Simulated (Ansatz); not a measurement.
# C3H6FNO: the cost of one run

Method: RKS BLYP-D4/STO-3G, in Ansatz 0.2.0.

### Step 1. Starting point

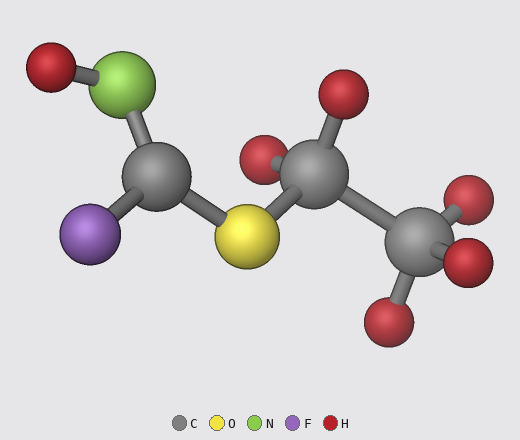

Start, viewed from a chosen angle; carbon grey, oxygen yellow, nitrogen green, fluorine purple, hydrogen red.

As a file:

```xyz
12

C     0.0395   -1.6906    1.0451
C     0.3243   -0.5415    0.0519
O    -0.6771    0.5053    0.1919
C    -0.4155    1.5878   -0.6050
N     0.4595    1.6858   -1.4827
F    -1.3632    2.5982   -0.5087
H     0.7345   -2.4658    0.9585
H    -0.9767   -2.0171    0.8385
H     0.0031   -1.2495    2.1027
H     1.3308   -0.1467    0.2930
H     0.2841   -0.9305   -0.9487
H     0.3336    2.6094   -1.9025
```

### Step 2. Preparing the start

input.yaml reads:

```yaml
crystal:
  periodic: [false, false, false]
  atoms:
    - { symbol: C, position_ang: [0.0395, -1.6906, 1.0451] }
    - { symbol: C, position_ang: [0.3243, -0.5415, 0.0519] }
    - { symbol: O, position_ang: [-0.6771, 0.5053, 0.1919] }
    - { symbol: C, position_ang: [-0.4155, 1.5878, -0.605] }
    - { symbol: "N", position_ang: [0.4595, 1.6858, -1.4827] }
    - { symbol: F, position_ang: [-1.3632, 2.5982, -0.5087] }
    - { symbol: H, position_ang: [0.7345, -2.4658, 0.9585] }
    - { symbol: H, position_ang: [-0.9767, -2.0171, 0.8385] }
    - { symbol: H, position_ang: [0.0031, -1.2495, 2.1027] }
    - { symbol: H, position_ang: [1.3308, -0.1467, 0.293] }
    - { symbol: H, position_ang: [0.2841, -0.9305, -0.9487] }
    - { symbol: H, position_ang: [0.3336, 2.6094, -1.9025] }
basis:
  gaussian: { orbitals: STO-3G }
hamiltonian:
  xc: blyp
  dispersion: d4
relax:
  f_tol: 0.02
  max_steps: 40
scf:
  lower_state_search: "off"
```

Started as:

```bash
$ ansatz run input.yaml --threads 1 --pin off --max-ram 2048MiB --backend cpu --events-out ev --progress --plain --runs-dir out
```

Q: Estimate wall time and peak memory on 1 thread of Intel Xeon Platinum 8375C at 2.90GHz (Ice Lake), shared host.

About 14 s, with a peak of 0.15 GiB.
